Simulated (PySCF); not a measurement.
# C3H10GeOSi: electronic excitations

What electronic excitations should C3H10GeOSi (`CC[SiH2][GeH2][CH]=O`) show?

Computed with PySCF 2.14.0, with density-fitted response routines of our own, on a single molecule in the gas phase. Atoms count from 0, in the outputs and in this text.

### 1 The starting structure

16 atoms, charge 0, multiplicity 1; geometry from: GFN2-xTB.

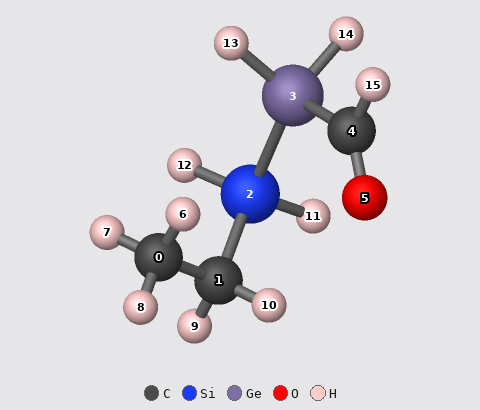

As it starts; carbon dark grey, silicon blue, germanium purple, oxygen red, hydrogen pink, atoms numbered.

### 2 Ultraviolet spectrum: wB97X-D/def2-SVPD

Job settings and geometry (Å):

```
{"job": {"kind": "uv", "xc": "wB97X-D", "basis": "def2-SVPD", "nstates": 8, "ntriplets": 3}, "charge": 0, "multiplicity": 1}
C      1.657741     0.913516    -0.580442
C      1.165247    -0.420130    -1.131583
Si     0.394603    -1.506646     0.227153
Ge    -1.278885    -0.236905     1.302874
C     -2.368913     0.957653     0.127031
O     -2.205208     1.079123    -1.057659
H      0.827627     1.477373    -0.151865
H      2.405491     0.760387     0.195900
H      2.103156     1.519958    -1.367367
H      1.993912    -0.942288    -1.611782
H      0.421887    -0.228345    -1.907545
H     -0.187025    -2.724921    -0.346712
H      1.420890    -1.895141     1.204489
H     -0.837426     0.715615     2.398563
H     -2.346625    -0.999991     2.061034
H     -3.174070     1.539686     0.626500
```

Level: TDDFT wB97X-D/def2-SVPD, vertical, gas phase, core orbitals frozen in the response.

Started as:

```sh
> OMP_NUM_THREADS=1 python probes_run.py task.json out
```

This one command runs all jobs of the session in turn.

What will the session give for the following? lowest singlet (wB97X-D/def2-SVPD); brightest single state of those computed; lowest triplet; surface potential, least and greatest. Wanted: lowest singlet; brightest single state of those computed; lowest triplet; surface potential, least and greatest.

As calculated:

```
                                quantity                        value
      lowest singlet (wB97X-D/def2-SVPD)  3.38 eV (367 nm), f = 0.000
brightest single state of those computed  state 8, 7.54 eV, f = 0.113
                          lowest triplet                      2.78 eV
   surface potential, least and greatest           -1.40 V and 1.03 V
```

What this shows: The first singlet state (HOMO→LUMO 0.96) lies at 3.38 eV and is dark; of the 8 states computed, the strongest absorption comes from state 8 at 7.54 eV (the last computed, so partners may be missing). The lowest triplet lies 0.60 eV below the lowest singlet (triplets in Tamm-Dancoff, singlets in full TDDFT).
